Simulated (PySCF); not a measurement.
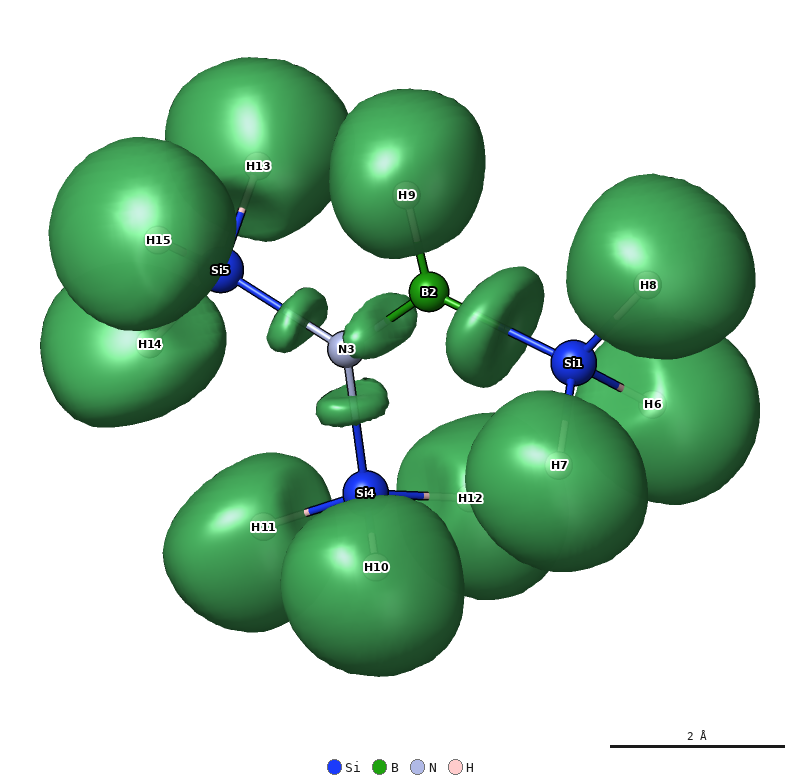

Figure 1: BH₁₀NSi₃ (SMILES [SiH3]BN([SiH3])[SiH3]). Isosurface of the electron localisation function at 0.85 (green), seen at a tilt. Only the valence region is drawn (cores and ρ < 0.01 e/Å³ removed).

Geometry: GFN2-xTB.

All numbers below come from CAM-B3LYP/def2-SVPD, SCF density, gas phase (PySCF 2.14.0).

| atom | x (Å) | y (Å) | z (Å) |
| --- | --- | --- | --- |
| Si | 2.3737 | -0.3019 | -0.3128 |
| B | 0.7824 | 0.7580 | 0.1131 |
| N | -0.5357 | 0.2476 | 0.1120 |
| Si | -0.8757 | -1.4328 | -0.2872 |
| Si | -1.8340 | 1.3666 | 0.5323 |
| H | 2.3814 | -0.9162 | -1.6554 |
| H | 2.6276 | -1.4365 | 0.5971 |
| H | 3.6342 | 0.4622 | -0.2722 |
| H | 0.8879 | 1.9011 | 0.3975 |
| H | -0.1626 | -2.2829 | 0.6666 |
| H | -2.3187 | -1.6342 | -0.1618 |
| H | -0.4495 | -1.6704 | -1.6669 |
| H | -1.8003 | 2.4812 | -0.4155 |
| H | -3.0996 | 0.6454 | 0.4245 |
| H | -1.6155 | 1.8210 | 1.9068 |

> What do the ELF domains correspond to?

The ELF exceeds this value in one region between bonded B–N atoms (shared pairs), one region between bonded B–Si atoms (shared pairs), two regions between bonded N–Si atoms (shared pairs) and ten regions around hydrogen nuclei. Profiles from the grid: B–N (1.41 Å): the ELF peaks at about 0.90 between the atoms: a short, strongly polar bond. Si–N (1.76 Å): the ELF peaks at about 0.95 between the atoms (a polar covalent bond).
